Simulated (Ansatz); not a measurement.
Ligand exchange: C3H7Cl + GaH2(NH2) → C3H9N + GaH2Cl

Species: C3H7Cl `CC(C)Cl`, singlet; GaH2(NH2), singlet; C3H9N (isopropylamine) `CC(C)N`, singlet; GaH2Cl `[Cl][GaH2]`, singlet. The partners trade Cl for NH2: C–Cl and Ga–NH2 bonds give way to C–NH2 and Ga–Cl.

Shapes, held fixed at every level: PBE0-D4/def2-TZVP. Flexible molecules stand in one conformer, not always the lowest. Programs: Ansatz 0.2.0. The zero-point and thermal change to 298 K, harmonic and unscaled (PBE0-D4/def2-TZVP), is +4.0 kJ/mol.

| level | kind | ΔH(298 K) (kJ/mol) | less CCSD(T)/def2-TZVPP |
| --- | --- | --- | --- |
| HF/def2-SVP | Hartree–Fock | -87.4 | -33.4 |
| SPW92/def2-TZVPP | LDA | -48.5 | +5.5 |
| PBE-D4/def2-TZVPP | GGA | -51.5 | +2.5 |
| r2SCAN0-D4/def2-TZVPP | global hybrid | -59.7 | -5.7 |
| B2PLYP/def2-TZVPP | double hybrid | -53.7 | +0.3 |
| MP2/def2-SVP | perturbation theory | -64.3 | -10.3 |
| CCSD/def2-SVP | coupled cluster or CI | -69.4 | -15.4 |
| CCSD(T)/def2-TZVPP | coupled cluster or CI | -54.0 | 0.0 |

The highest level, CCSD(T)/def2-TZVPP, gives ΔH(298 K) = -54.0 kJ/mol; the levels span -87.4 to -48.5. The column of differences is taken from that level and isn't an error. No measured value is set beside it here. Relativity is left out for Ga unless named. Correlated rows may include outer-core shells of Ga, which these sets cover unevenly.

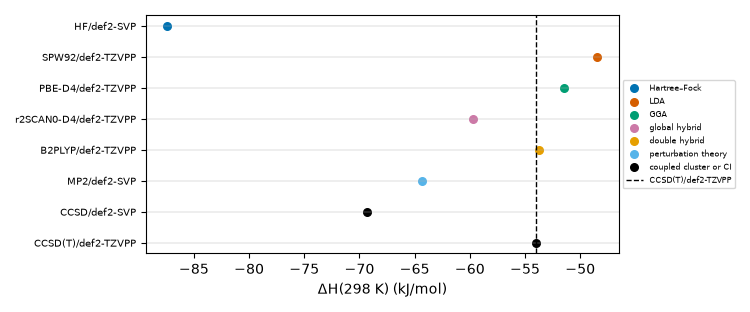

The values of the table, level by level.
